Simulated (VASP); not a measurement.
Band structure of CsBr (CsCl type). Level of theory: SCAN meta-GGA, VASP's PBE PAW potentials (set 64) (plane waves; VASP).

Unless said otherwise, spin-orbit coupling is left out, though it shifts the bands of the heavy elements here.

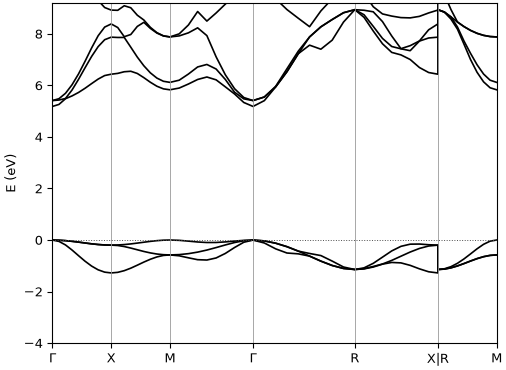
*Bands along high-symmetry lines, zero at the valence-band maximum or, without a gap, the Fermi level*

Read the plot: is there a gap, and where are the band edges?

The gap is indirect, 5.18 eV, from the valence maximum at M to the conduction minimum at Γ.

Measured: gap 7.30 eV (computed value off by -2.12 eV), as given by Aguado et al., (1998), arXiv:cond-mat/9809176.

The compound is CsBr in the CsCl type structure. It was relaxed first.
